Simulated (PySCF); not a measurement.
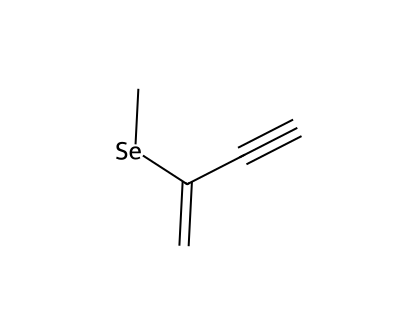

The drawing above gives the connectivity. Computed geometry: PBE0-D3(BJ)/def2-SVP optimisation. No frequency run is at hand to confirm it as a minimum.

What does the molecule look like in three dimensions?

It has 12 atoms: 5 carbon, 6 hydrogen and 1 selenium (C5H6Se). Its SMILES string is `C#CC(=C)[Se]C`. It has no ring. Among its groups: alkene, alkyne. Coordination: 2 C linear; 2 C trigonal planar; 1 Se bent; 1 C tetrahedral.

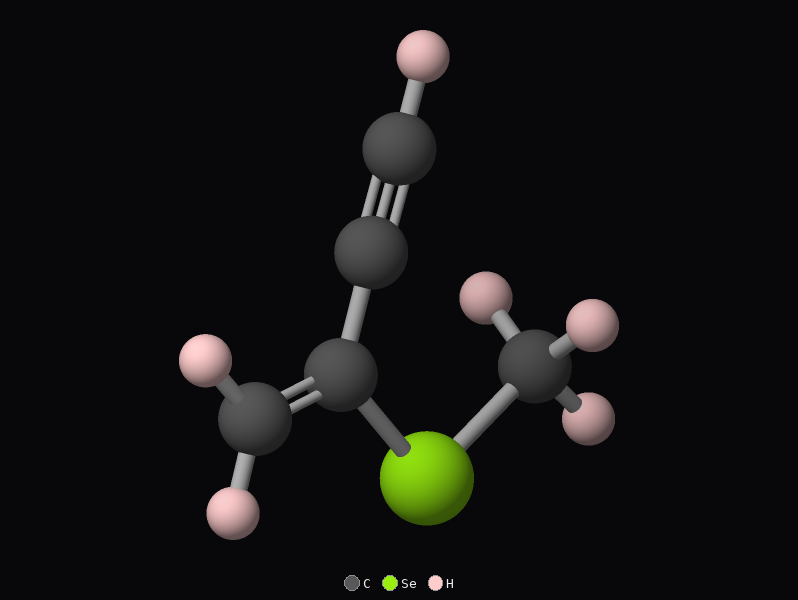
